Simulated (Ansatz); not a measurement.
# SiNH5 (Si(NH2)H3): PBE/STO-3G

What is the electronic atomisation energy of SiNH5 (Si(NH2)H3) at PBE/STO-3G? 

The results are computed with Ansatz 0.2.0.

49 further runs of the same task are left out: 49 set aside as unsound or not needed.

## 1. The structure to begin with

The species is SiNH5 (7 atoms), meant as a singlet with charge 0. SMILES: `[H][Si]([H])([H])N`. The shape is that of a GFN2-xTB optimisation.

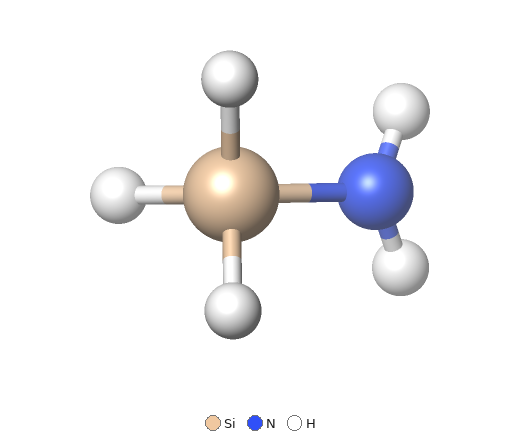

Viewed from a chosen angle; silicon light orange, nitrogen blue, hydrogen white.

## 2. The energy at PBE/STO-3G

Input file job.yaml:

```yaml
crystal:
  periodic: [false, false, false]
  atoms:
    - symbol: Si
      position_ang: [-0.000690, 0.002380, -0.682990]
    - symbol: N
      position_ang: [0.090660, 0.178690, 1.028560]
    - symbol: H
      position_ang: [0.707680, -0.428190, 1.543790]
    - symbol: H
      position_ang: [-0.763660, 0.307400, 1.545850]
    - symbol: H
      position_ang: [1.387750, -0.009920, -1.135540]
    - symbol: H
      position_ang: [-0.747920, 1.169350, -1.146100]
    - symbol: H
      position_ang: [-0.673820, -1.219710, -1.153570]
basis:
  gaussian:
    orbitals: STO-3G
accuracy: high
hamiltonian:
  xc: {name: PBE}
```

The run is started by

```sh
$ ansatz run job.yaml --threads 1 --pin off --max-ram 2610MiB --events-out events.jsonl --progress --plain --runs-dir runs
```

What it wrote:

```text
Warning: RAYON_NUM_THREADS=1 ignored (pool sized by the plan → 1); use --threads N
Functional definition: PBE
  name "PBE"
  parameter kappa = 0.804
  parameter beta = 0.06672455060314922
  exchange = pbe_x(kappa = kappa, mu = beta*pi^2/3)
  correlation = pbe_c(beta = beta)
337 factors; integrals over basis functions are off by at most 8.3e-9 eV
mean field evaluation 1: about -9329.1384 eV, gradient 2.4e1 eV
mean field evaluation 2: about -9328.4027 eV, gradient 3.0e1 eV
mean field evaluation 4: about -9330.9534 eV, gradient 5.9e-1 eV
mean field evaluation 8: about -9330.8931 eV, gradient 2.9e-3 eV
mean field evaluation 16: about -9330.8931 eV, gradient 3.5e-9 eV
mean field -9330.89310473 eV, -342.9039968924 hartree, gradient 7.2e-9 eV, S^2 0.000000; 0 other end points of the search recorded, 0 dependent functions left out
reference -9330.89310675 eV, -342.9039969666 hartree; 13, 13 occupied and 6, 6 virtual orbitals, 337 factors
Total energy: -9330.89310675 eV, -342.9039969666 hartree
```

Wall time 1 s (1 thread of Arm Neoverse V2, shared host); peak memory 0.097 GiB.

## 3. The H atom, same level

Input file run.yaml:

```yaml
crystal:
  periodic: [false, false, false]
  atoms:
    - {symbol: H, position_ang: [0.000000, 0.000000, 0.000000]}
basis:
  gaussian:
    orbitals: STO-3G
magnetization:
  spin_polarized: true
  initial_magnetization: 1
hamiltonian:
  xc: {name: PBE}
accuracy: high
```

Run the same way, it converges to -0.46438 Eh (log not shown).

## 4. The N atom at the same level

Input file job.yaml:

```yaml
crystal:
  periodic: [false, false, false]
  atoms:
    - symbol: N
      position_ang: [0.000000, 0.000000, 0.000000]
basis:
  gaussian: {orbitals: STO-3G}
magnetization: {spin_polarized: true, initial_magnetization: 3}
hamiltonian: {xc: {name: PBE}}
accuracy: high
```

Run the same way, it converges to -53.81470 Eh (log not shown).

## 5. The Si atom

Input file input.yaml:

```yaml
crystal:
  periodic: [false, false, false]
  atoms:
    - symbol: Si
      position_ang: [0.000000, 0.000000, 0.000000]
basis:
  gaussian:
    orbitals: STO-3G
total_charge: 0
magnetization:
  spin_polarized: true
  initial_magnetization: 2
hamiltonian:
  xc: {name: PBE}
accuracy: high
```

Run the same way, it converges to -285.77131 Eh (log not shown).

## 6. What came out

At PBE/STO-3G:

| quantity | value |
| --- | --- |
| molecule: total energy | -342.90400 Eh |
| H atom: total energy | -0.46438 Eh |
| H atom: ⟨S²⟩ | 0.750 |
| N atom: total energy | -53.81470 Eh |
| N atom: ⟨S²⟩ | 3.750 |
| Si atom: total energy | -285.77131 Eh |
| Si atom: ⟨S²⟩ | 2.000 |
| electronic atomisation energy | 27.105 eV |

What this shows: Taking the molecule apart into free atoms costs 27.11 eV (2615 kJ/mol), before zero-point energy and without spin-orbit coupling. In a minimal basis such a difference can be off by several eV, whatever the method.
